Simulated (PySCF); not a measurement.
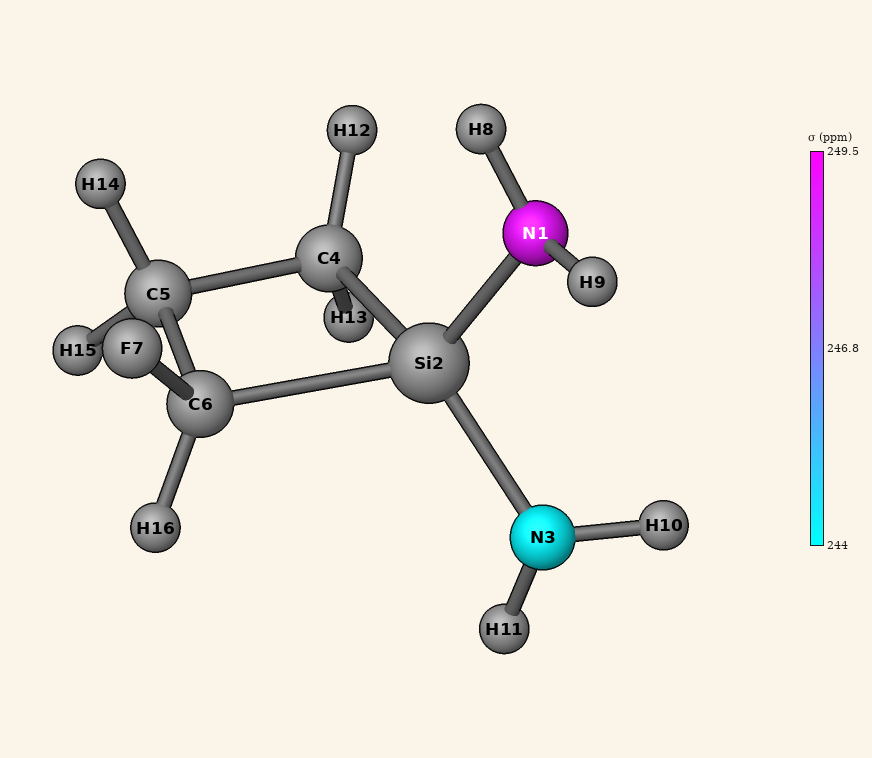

Atoms are coloured by their isotropic NMR shieldings (N only, the others grey). Computed geometry: GFN2-xTB optimisation. No frequency run is at hand to confirm it as a minimum. Level of theory: GIAO PBE0/pcSseg-1 NMR shielding, non-relativistic, gas phase (PySCF 2.14.0).

List the isotropic NMR shieldings of the N atoms.

```csv
atom,σ (ppm)
N1,249.0
N3,244.2
```

The geometry is semi-empirical. Around Si such bond lengths and angles can be off by a tenth of an ångström or more and by several degrees, and values that hang on the shape move with them.
